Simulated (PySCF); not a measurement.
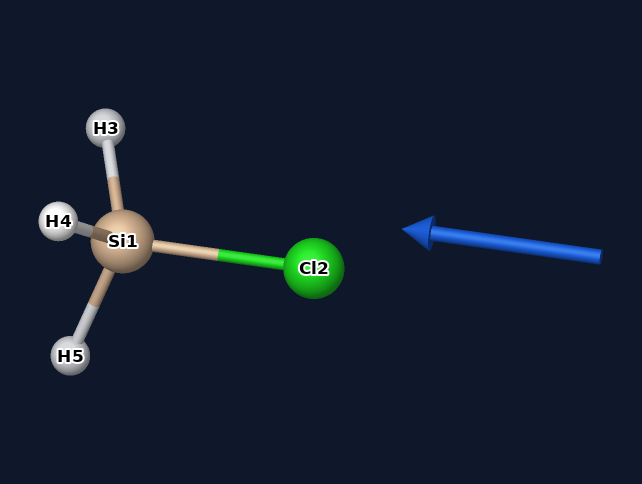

The arrow beside the molecule shows the direction of the dipole moment, from the negative to the positive end (its length means nothing). The geometry was computed by an optimisation with PBE0-D3(BJ)/def2-SVP. No frequency run is at hand to confirm it as a minimum. Method: PBE0/pcSseg-1 in methanol (IEF-PCM) (PySCF 2.14.0).

### How large is the dipole moment?

2.08 D; it points from the side of Cl2 to the side of H3, H4, H5 (the outermost atoms at the two ends).
